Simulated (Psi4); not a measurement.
# BBrF2 (SMILES FB(F)Br): MP2/aug-cc-pVDZ

What is the energy change on altering one bond length of BBrF2 at MP2/aug-cc-pVDZ? 

The calculation is run with Psi4 1.11.

2 further runs of the same task are left out: 2 set aside as unsound or not needed. Runs told in other sessions of the task aren't counted.

### 1 Starting point

The species is BBrF2 (4 atoms), meant as a singlet with charge 0. SMILES: `FB(F)Br`. Geometry: relaxed at PBE0-D4/def2-TZVP.

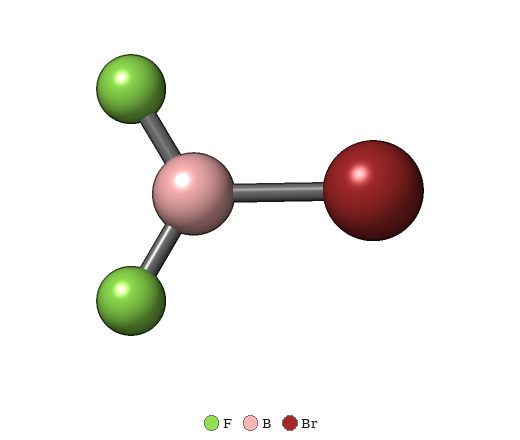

Viewed from a chosen angle; fluorine green, boron pink, bromine red.

### 2 A single-point energy at MP2/aug-cc-pVDZ

bbrf2.xyz

```xyz
4
BBrF2
F     -0.215650    -1.366490    -0.109870
B     -0.127940    -0.063330    -0.022770
F     -1.212420     0.659630    -0.144250
Br     1.556010     0.770190     0.276890
```

run_ase.py

```python
import numpy as np
from ase.calculators.psi4 import Psi4
from ase.io import read

atoms = read('bbrf2.xyz')
calc = Psi4(atoms=atoms, method='mp2', basis='aug-cc-pVDZ', memory='2200MB', num_threads=1, charge=0, multiplicity=1, label='psi4-calc', reference='rhf')
calc.psi4.set_options({'puream': True, 'e_convergence': 1e-09, 'd_convergence': 1e-08, 'scf_type': 'pk', 'num_frozen_docc': 12, 'mp2_type': 'conv'})
atoms.calc = calc

print(f'energy: {atoms.get_potential_energy():.6f} eV')
```

On the command line:

```sh
$ python run_ase.py
```

psi4-calc.dat, shortened:

```text
[...]
  Running in c1 symmetry.
[...]
  Nuclear repulsion =  222.994940053662901
[...]
  Multiplicity = 1
[...]
  Nalpha       = 29
  Nbeta        = 29
[...]
    Number of basis functions: 105
[...]
   @RHF iter   1: -2795.98175537767929   -2.18557e+00   6.37076e-03 DIIS/ADIIS
[...]
   @RHF iter  11: -2796.13183391074108   -4.54747e-12   3.70340e-09 DIIS
[...]
    Orbital Energies [Eh]
    ---------------------
    Doubly Occupied:
       1A   -490.091520     2A    -65.228511     3A    -58.584969
       4A    -58.584273     5A    -58.584055     6A    -26.356945
       7A    -26.356934     8A     -9.880440     9A     -7.803267
      10A     -7.492066    11A     -7.486534    12A     -7.485431
      13A     -3.228801    14A     -3.226255    15A     -3.225032
      16A     -3.218771    17A     -3.218722    18A     -1.686313
      19A     -1.655066    20A     -1.058674    21A     -0.852515
      22A     -0.800259    23A     -0.753088    24A     -0.747467
      25A     -0.689844    26A     -0.683973    27A     -0.552811
      28A     -0.457374    29A     -0.449024
[...]
  @RHF Final Energy: -2796.13183391074108
   => Energetics <=
    Nuclear Repulsion Energy =            222.9949400536629014
    One-Electron Energy =               -4337.3756818813199061
    Two-Electron Energy =                1318.2489079169165507
    Total Energy =                      -2796.1318339107410793
[...]
 Multipole Moments:
 ------------------------------------------------------------------------------------
     Multipole            Electronic (a.u.)      Nuclear  (a.u.)        Total (a.u.)
 ------------------------------------------------------------------------------------
 L = 1.  Multiply by 2.5417464519 to convert [e a0] to [Debye]
 Dipole X            :          3.4258345           -3.3408945            0.0849400
 Dipole Y            :          1.6956945           -1.6536659            0.0420286
 Dipole Z            :          0.6096137           -0.5945056            0.0151081
 Magnitude           :                                                    0.0959659
[...]
	SCS-MP2 Total Energy (a.u.)        : -2796.72564982194990
	SOS-MP2 Total Energy (a.u.)        : -2796.71175501858306
	SCSN-MP2 Total Energy (a.u.)       : -2796.44073566093448
[...]
	SOS-PI-MP2 Total Energy (a.u.)     : -2796.75636433457112
[...]
	MP2 Total Energy (a.u.)            : -2796.75343942868403
[...]
```

Standard output:

```text
energy: -76103.537455 eV
```

Run time: 33 s. Hardware: 1 thread of AMD EPYC 7R43 (Zen 3), shared host; peak memory 0.71 GiB.

### 3 The distorted shape

bbrf2.xyz

```xyz
4
BBrF2
F     -1.562769    -2.033286    -0.349591
B     -1.475059    -0.730126    -0.262491
F     -2.559539    -0.007166    -0.383971
Br     1.556010     0.770190     0.276890
```

run.py

```python
import psi4

psi4.set_memory('2200 MB')
psi4.set_num_threads(1)
psi4.set_output_file('output.dat', False)

with open('bbrf2.xyz') as f:
    atoms = ''.join(f.readlines()[2:])
mol = psi4.geometry('0 1\n' + atoms + 'symmetry c1')

psi4.set_options({
    'puream': True,
    'e_convergence': 1e-09,
    'd_convergence': 1e-08,
    'scf_type': 'pk',
    'num_frozen_docc': 12,
    'mp2_type': 'conv',
})

E, wfn = psi4.energy('mp2/aug-cc-pVDZ', return_wfn=True)
print(f'total energy {E:.8f} hartree = {E * 27.211386:.5f} eV')
```

On the command line:

```sh
$ python run.py
```

output.dat, shortened:

```text
[...]
  Running in c1 symmetry.
[...]
  Nuclear repulsion =  161.028557552821695
[...]
  Multiplicity = 1
[...]
  Nalpha       = 29
  Nbeta        = 29
[...]
    Number of basis functions: 105
[...]
   @RHF iter   1: -2795.64002466187094   -2.45691e+00   7.28398e-03 ADIIS/DIIS
[...]
   @RHF iter  12: -2795.95050686173818   -2.59206e-11   8.96824e-09 DIIS
[...]
    Orbital Energies [Eh]
    ---------------------
    Doubly Occupied:
       1A   -490.046931     2A    -65.181097     3A    -58.538225
       4A    -58.536662     5A    -58.536648     6A    -26.441931
       7A    -26.441915     8A     -9.828523     9A     -7.934842
      10A     -7.440712    11A     -7.432718    12A     -7.432668
      13A     -3.177628    14A     -3.174294    15A     -3.174269
      16A     -3.164454    17A     -3.164453    18A     -1.761361
      19A     -1.730369    20A     -0.939464    21A     -0.927404
      22A     -0.868845    23A     -0.818917    24A     -0.817392
      25A     -0.761950    26A     -0.753467    27A     -0.386403
      28A     -0.386238    29A     -0.373179
[...]
  @RHF Final Energy: -2795.95050686173818
   => Energetics <=
    Nuclear Repulsion Energy =            161.0285575528216953
    One-Electron Energy =               -4213.6122019566391828
    Two-Electron Energy =                1256.6331375420793393
    Total Energy =                      -2795.9505068617381767
[...]
 Multipole Moments:
 ------------------------------------------------------------------------------------
     Multipole            Electronic (a.u.)      Nuclear  (a.u.)        Total (a.u.)
 ------------------------------------------------------------------------------------
 L = 1.  Multiply by 2.5417464519 to convert [e a0] to [Debye]
 Dipole X            :          3.5613462           -5.3290525           -1.7677063
 Dipole Y            :          1.7627713           -2.6377629           -0.8749917
 Dipole Z            :          0.6337299           -0.9483001           -0.3145701
 Magnitude           :                                                    1.9973358
[...]
	SCS-MP2 Total Energy (a.u.)        : -2796.56770250100953
	SOS-MP2 Total Energy (a.u.)        : -2796.50934959254710
	SCSN-MP2 Total Energy (a.u.)       : -2796.25861021842138
[...]
	SOS-PI-MP2 Total Energy (a.u.)     : -2796.60249004768184
[...]
	MP2 Total Energy (a.u.)            : -2796.59126786280058
[...]
```

On the terminal:

```text
total energy -2796.59126786 hartree = -76099.12447 eV
```

Run time: 31 s. Hardware: 1 thread of AMD EPYC 7R43 (Zen 3), shared host; peak memory 0.69 GiB.

### 4 What came out

At MP2/aug-cc-pVDZ, 12 core orbitals frozen:

| quantity | value |
| --- | --- |
| first shape: total energy | -2796.75344 Eh |
| first shape: HOMO energy (Hartree–Fock orbitals) | -12.22 eV |
| first shape: LUMO energy (Hartree–Fock orbitals) | 1.26 eV |
| first shape: HOMO–LUMO gap (Hartree–Fock orbitals) | 13.48 eV |
| first shape: correlation energy (12 core orbitals frozen) | -621.6 mEh |
| distorted shape: total energy | -2796.59127 Eh |
| distorted shape: HOMO energy (Hartree–Fock orbitals) | -10.15 eV |
| distorted shape: LUMO energy (Hartree–Fock orbitals) | -2.55 eV |
| distorted shape: HOMO–LUMO gap (Hartree–Fock orbitals) | 7.60 eV |
| distorted shape: correlation energy (12 core orbitals frozen) | -640.8 mEh |
| energy change with the B2–Br4 bond stretched from 1.903 to 3.425 Å | 4.413 eV |

With the B2–Br4 bond stretched from 1.903 to 3.425 Å the energy rises by 4.41 eV (426 kJ/mol). The first shape isn't relaxed at this level, so the change isn't measured from a minimum. A restricted reference can't describe the breaking bond well at this length.
